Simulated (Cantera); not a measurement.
Input: 1 mol B2O3, a varied amount of HF, 18 mol O2, equilibrated at 1425 °C and 0.0900 Torr.

Method: chemical equilibrium by Gibbs-energy minimisation in Cantera with the NASA 1993 tables (ideal gas, pure condensed phases). Candidate condensed phases: B, B2O3, B3O3H3, H2O; 43 gas species. Equilibrium is a limit: real reactors are often held back by kinetics, nucleation or transport.

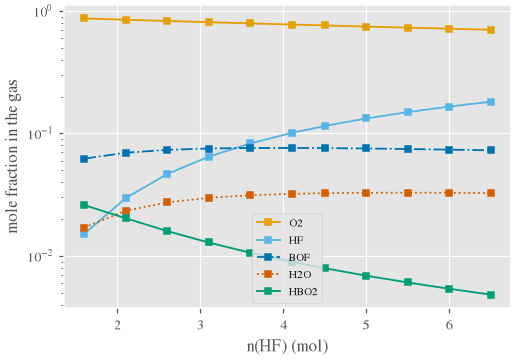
Figure. Equilibrium gas composition (values under 1e-9 drawn at 1e-9)

From 1.6 mol HF to 6.5 mol HF nothing is condensed. The main B-bearing gas is BOF throughout.
